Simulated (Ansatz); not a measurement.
## Electronic structure of CHF₂Si (doublet) in real space

```xyz
5

C    -1.9118   -0.8263    1.2402
F     0.4411   -1.3672   -0.4026
F     0.3069    0.9632    0.6057
Si   -0.3499   -0.5003    0.6947
H    -2.5384   -1.2092    2.0425
```

Geometry: r2SCAN-D4/def2-SVP.

All numbers below come from Ansatz 0.2.0, isolated molecule in a Gaussian basis; Kohn-Sham density functional theory, functional PBE0.

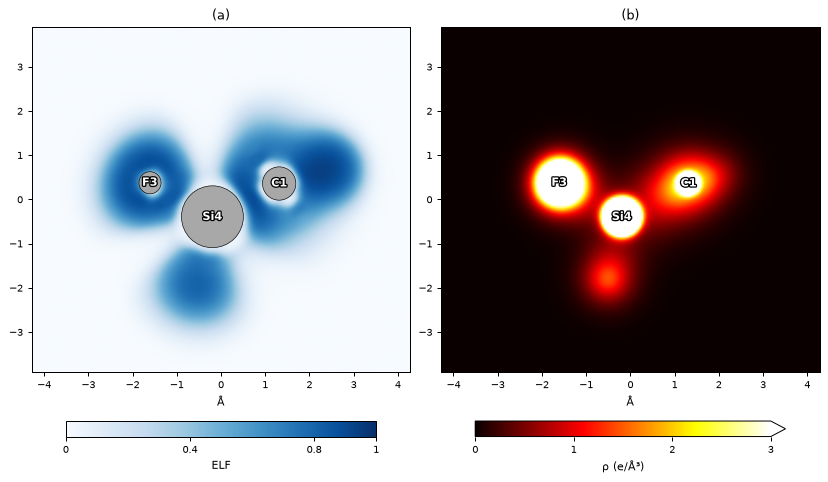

Figure 1. (a) ELF; (b) total electron density on the plane of atoms C1, Si4 and F3. Grey discs cover the atomic cores in the ELF map.

**What do the fields say about this system?**

- The plane passes through C, F and Si nuclei.
- Si–F (1.61 Å): ρ is about 1.2 e/Å³ halfway; the ELF peaks at about 0.85 in the valence shell of F, 0.6 Å from its nucleus, and is about 0.50 at the midpoint.
- C–Si (1.69 Å): ρ at the midpoint is about 1.2 e/Å³; the ELF peaks at about 0.90 between the atoms; a covalent bond.
- The ELF also peaks beside F2 and F3, away from the bonds: non-bonding electrons, paired or unpaired.

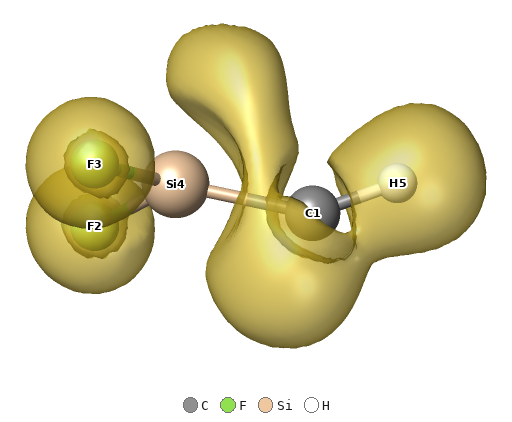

Figure 2. Isosurface of the ELF at 0.75 (yellow), seen from one side. Only the valence region is drawn (cores and ρ < 0.01 e/Å³ removed).

**Where are the electrons localised?**

The surface consists of two regions wrapped around F (its lone pairs, merged into a ring or cap) and one joined region spread over several atoms (C, H, Si), in which their bonds and any lone pairs are merged.

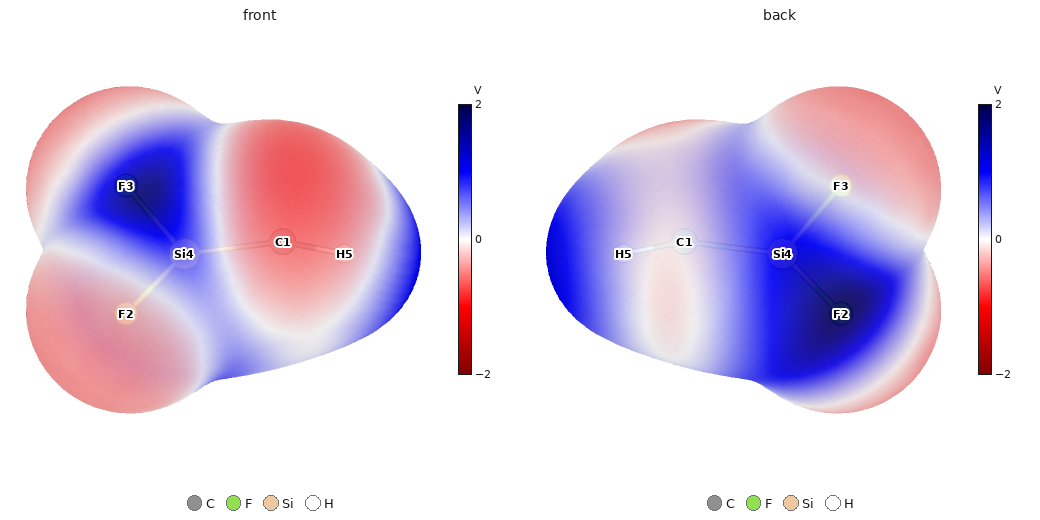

Figure 3. The molecular electrostatic potential painted on the density surface at 0.001 e/bohr³, seen from the front and from behind; the colour scale runs from red (negative) to blue (positive).

**Which sites attract a positive test charge, and which a negative one?**

A positive charge is drawn to the negative regions and a negative charge to the positive ones. The most negative region (about −0.7 V, or −16 kcal/mol for a unit charge) lies over C1, the most positive (about +1.8 V, or +42 kcal/mol for a unit charge) over Si4.
